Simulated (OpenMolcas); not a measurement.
# PH (SMILES [PH]): levels of theory compared

We compute a comparison of 6 runs (UB3LYP/cc-pVTZ, UBHLYP/cc-pVTZ, UBLYP/cc-pVTZ, UM06-L/cc-pVTZ, UPBE0/cc-pVTZ, USVWN5/cc-pVTZ) of PH. 

The calculation is run with OpenMolcas 26.06.

## (1) The structure to begin with

PH: 2 atoms, total charge 0, spin state triplet. As SMILES, `[PH]`. The P1–H2 distance was set to 1.643 Å, away from the relaxed value.

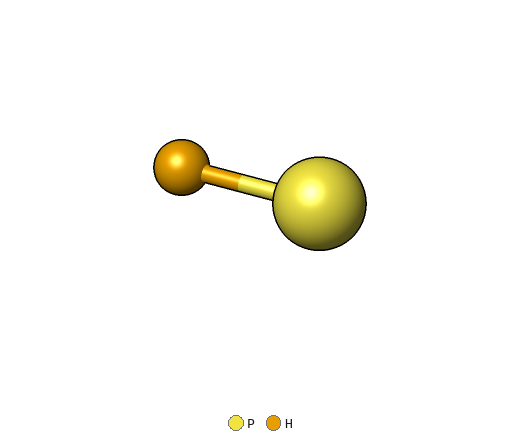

The structure, seen from a chosen angle (phosphorus yellow, hydrogen amber).

## (2) The energy at UB3LYP/cc-pVTZ (run 1)

mol.inp reads:

```
* HP Kohn-Sham DFT

&GATEWAY
  BasLib
  $CurrDir
  Coord
  2
  angstrom
  P        0.000000       0.000000      -0.228820
  H        0.000000       0.000000       1.413680
  Basis
  cc-pVTZ
  Group
  NoSym

&SEWARD
  GridInput
  Grid=UltraFine
  End of Grid

&SCF
  UHF
  Spin
  3
  KSDFT
  B3LYP
  Thresholds
  1e-10 1e-07 1e-07 1e-05
  PrOrbitals
  1 2
```

The basis set cc-pVTZ is read from a file made from the Basis Set Exchange's data (not shown).

Command:

```bash
$ export MOLCAS_MEM=1860
$ pymolcas mol.inp > mol.log
```

Standard output:

```text
--- Start Module: gateway ---
[...]
--- Stop Module: gateway /rc=_RC_ALL_IS_WELL_ ---
--- Start Module: seward ---
[...]
      Basis functions           48
--- Stop Module: seward /rc=_RC_ALL_IS_WELL_ ---
--- Start Module: scf ---
[...]
       Convergence after  16 Iterations
[...]
::    Total KS-DFT energy                            -341.8982978825
[...]
      Total spin, S                                     1.0021990831
[...]
      Total electronic charge=   16.000000
      Total            charge=   -0.000000
[...]
      Dipole Moment (debye):
      Origin of the operator (angstrom)=    0.0000    0.0000   -0.1771
                   X= -5.6298E-16               Y=  7.9612E-17               Z=  1.3197E-01           Total=  1.3197E-01
      Quadrupole Moment (debye*angstrom):
[...]
--- Stop Module: scf /rc=_RC_ALL_IS_WELL_ ---
[...]
```

Run time: 9.6 s. Hardware: 1 thread of Arm Neoverse V2, shared host; peak memory 0.38 GiB.

## (3) The energy at UBHLYP/cc-pVTZ (run 2)

job.input reads:

```
* HP Kohn-Sham DFT

&GATEWAY
 BasLib=$CurrDir
 Coord
 2
 angstrom
 P        0.000000       0.000000      -0.228820
 H        0.000000       0.000000       1.413680
 Basis=cc-pVTZ
 Group=NoSym

&SEWARD
 GridInput
 Grid=UltraFine
 End of Grid

&SCF
 UHF
 Spin=3
 KSDFT=HYB_GGA_XC_BHANDHLYP
 Thresholds=1e-10 1e-07 1e-07 1e-05
 PrOrbitals=1 2
```

The basis set cc-pVTZ is read from a file made from the Basis Set Exchange's data (not shown).

Command:

```bash
$ export MOLCAS_MEM=1860
$ pymolcas job.input > job.log
```

Standard output:

```text
--- Start Module: gateway ---
[...]
--- Stop Module: gateway /rc=_RC_ALL_IS_WELL_ ---
--- Start Module: seward ---
[...]
      Basis functions           48
--- Stop Module: seward /rc=_RC_ALL_IS_WELL_ ---
--- Start Module: scf ---
[...]
       Convergence after  17 Iterations
[...]
::    Total KS-DFT energy                            -341.8783478913
[...]
      Total spin, S                                     1.0030535287
[...]
      Total electronic charge=   16.000000
      Total            charge=   -0.000000
[...]
      Dipole Moment (debye):
      Origin of the operator (angstrom)=    0.0000    0.0000   -0.1771
                   X= -7.4313E-16               Y=  8.3185E-16               Z=  1.4988E-01           Total=  1.4988E-01
      Quadrupole Moment (debye*angstrom):
[...]
--- Stop Module: scf /rc=_RC_ALL_IS_WELL_ ---
[...]
```

It took 9.6 s on 1 thread of Arm Neoverse V2, shared host; peak memory 0.38 GiB.

Runs 3 to 5 aren't shown in full; the table further down has their settings and results.

## (4) A single-point energy at USVWN5/cc-pVTZ (run 6)

geom.xyz reads:

```xyz
2

P      0.000000     0.000000    -0.228820
H      0.000000     0.000000     1.413680
```

calc.inp reads:

```
* HP Kohn-Sham DFT
>>> EXPORT MOLCAS_PRINT=2
&gateway
baslib = $CurrDir
coord = geom.xyz
basis = cc-pVTZ
group = NoSym
&seward
gridinput
Grid=UltraFine
End of Grid
&scf
uhf
spin = 3
ksdft = SVWN5
thresholds = 1e-10 1e-07 1e-07 1e-05
prorbitals = 1
```

The basis set cc-pVTZ is read from a file made from the Basis Set Exchange's data (not shown).

Command:

```bash
$ export MOLCAS_MEM=1860
$ pymolcas calc.inp > calc.log
```

Standard output:

```text
--- Start Module: gateway ---
[...]
--- Stop Module: gateway /rc=_RC_ALL_IS_WELL_ ---
--- Start Module: seward ---
[...]
      Basis functions           48
--- Stop Module: seward /rc=_RC_ALL_IS_WELL_ ---
--- Start Module: scf ---
[...]
       Convergence after  16 Iterations
[...]
::    Total KS-DFT energy                            -340.5956410287
[...]
      Total spin, S                                     1.0015663497
[...]
      Total electronic charge=   16.000000
      Total            charge=   -0.000000
[...]
      Dipole Moment (debye):
      Origin of the operator (angstrom)=    0.0000    0.0000   -0.1771
                   X= -6.5143E-16               Y=  1.2348E-15               Z=  2.6283E-01           Total=  2.6283E-01
      Quadrupole Moment (debye*angstrom):
[...]
--- Stop Module: scf /rc=_RC_ALL_IS_WELL_ ---
[...]
```

It took 5.7 s on 1 thread of Arm Neoverse V2, shared host; peak memory 0.38 GiB.

## (5) All runs side by side

| run | level | energy (Eh) | dipole moment (D) | HOMO energy (eV) | LUMO energy (eV) | wall time |
| --- | --- | --- | --- | --- | --- | --- |
| 1 | UB3LYP/cc-pVTZ | -341.898298 | 0.13 | -7.03 | -3.34 | 9.6 s |
| 2 | UBHLYP/cc-pVTZ | -341.878348 | 0.15 | -8.38 | -1.96 | 9.6 s |
| 3 | UBLYP/cc-pVTZ | -341.877769 | 0.10 | -5.87 | -4.03 | 9 s |
| 4 | UM06-L/cc-pVTZ | -341.869070 | 0.22 | -6.33 | -3.86 | 14 s |
| 5 | UPBE0/cc-pVTZ | -341.746646 | 0.21 | -7.43 | -2.84 | 9.3 s |
| 6 | USVWN5/cc-pVTZ | -340.595641 | 0.26 | -6.14 | -4.36 | 5.7 s |

## (6) Summary of results

| quantity | value |
| --- | --- |
| run 6: total energy | -340.59564 Eh |
| run 6: dipole moment | 0.26 D |
| run 6: HOMO energy (highest over α and β) | -6.14 eV |
| run 6: LUMO energy (lowest over α and β) | -4.36 eV |
| run 6: ⟨S²⟩ | 2.005 |

The dipole moment (its size) runs from 0.10 D (UBLYP/cc-pVTZ) to 0.26 D (USVWN5/cc-pVTZ). Totals of different functionals can't be ranked against each other. All runs together took 58 s, the longest 14 s.
